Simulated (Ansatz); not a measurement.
Input file:

```
crystal:
  lattice:
    - [-2.8457588965, 2.8457588965, 3.9184272404]
    - [2.8457588965, -2.8457588965, 3.9184272404]
    - [2.8457588965, 2.8457588965, -3.9184272404]
  atoms:
    - { symbol: Al, position: [0.5, 0.5, 0.5] }
    - { symbol: Al, position: [0.0, 0.0, 0.5] }
    - { symbol: Al, position: [0.5, 0.0, 0.0] }
    - { symbol: Al, position: [0.0, 0.5, 0.0] }
    - { symbol: Nb, position: [0.5, 0.5, 0.0] }
    - { symbol: Ga, position: [0.5, 0.0, 0.5] }
    - { symbol: Ga, position: [0.0, 0.5, 0.5] }
basis:
  ecutwfc: 420
kpoints:
  mp_grid: { grid: [8, 8, 8] }
hamiltonian:
  xc: pbe
scf:
  occupations: { method: gaussian, width: 0.1 }
output:
  forces: true
  stress: true
  eigenvalues: true
  write_density: true
  write_potential: true
  elf: true
  volumetric_format: npy
relax:
  adjacent_minimum: "off"
  f_tol: 0.01
  max_steps: 30
  cell: { stress_tol: 0.1, fix: [volume] }
```

Command:

```sh
ansatz run input.yaml --threads 1 --pin off --max-ram 2560MiB --backend cpu --events-out ev --progress --plain --runs-dir out
```

Below, planes, directions and counts refer to the conventional cell (a = 5.69 Å, b = 5.69 Å, c = 7.84 Å, α = 90.00°, β = 90.00°, γ = 90.00°).

Space group I4/mmm; a generated structure, not necessarily the stable one; changed on purpose from its base cell (volume × 1.03, shape and atoms relaxed); computed pressure about −3 GPa in this cell; computed without spin polarisation.

Level of theory: DFT PBE, scalar-relativistic, plane waves, PAW in Ansatz.

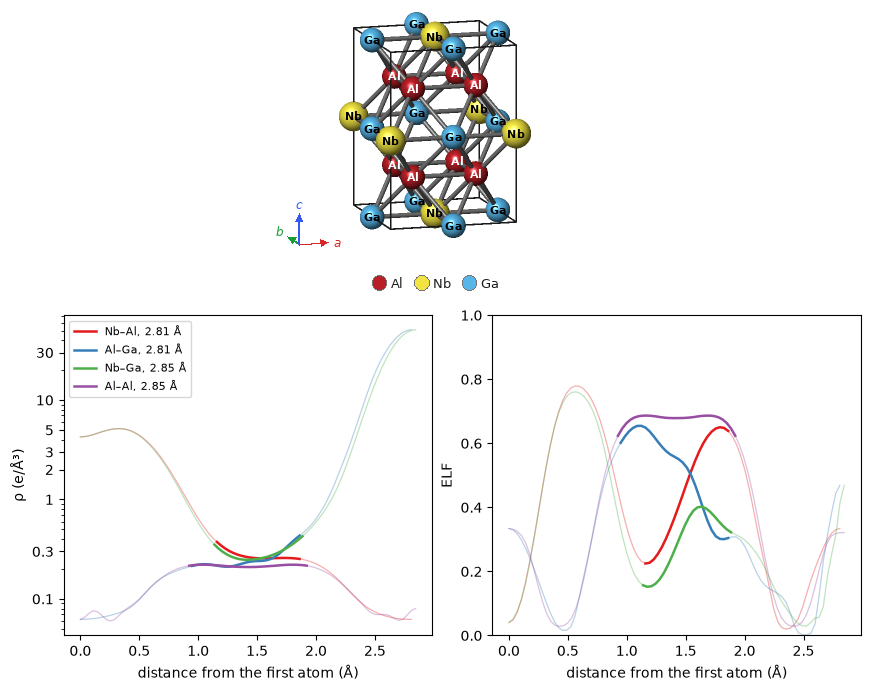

NbAl4Ga2. Valence electron density and ELF along straight lines between neighbouring atoms. Thin, pale parts lie inside the atomic spheres. The structure is drawn too.

Core electrons are frozen (PAW), and the valence fields are smoothed inside the atomic spheres.

### What can be read from the curves?

Nb–Al (2.81 Å): ρ is about 0.27 e/Å³ halfway; the ELF is about 0.35 at the midpoint.
Al–Ga (2.81 Å): the density is about 0.23 e/Å³ at the midpoint; the ELF peaks at about 0.65 between the atoms.
Nb–Ga (2.85 Å): the density is about 0.25 e/Å³ at the midpoint; the ELF is about 0.30 at the midpoint: no shared electron pair shows on this line.
Al–Al (2.85 Å): ρ is about 0.21 e/Å³ halfway; the ELF peaks at about 0.70 between the atoms.
